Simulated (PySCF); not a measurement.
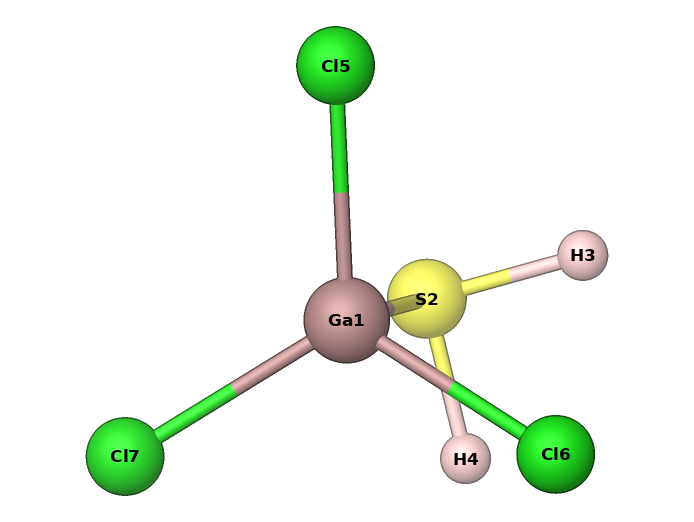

S2 lies behind Ga1. The molecule seen a little off the Ga1–S2 bond, Ga1 in front. Distant atoms are faded towards the background colour. The computed structure is the end point of a PBE0-D3(BJ)/def2-SVP optimisation. No frequency run is at hand to confirm it as a minimum.

Question: What is the torsion angle Cl5–Ga1–S2–H3? The sign is positive where the front bond must turn clockwise to cover the back bond.

Answer: 74°, synclinal (gauche).
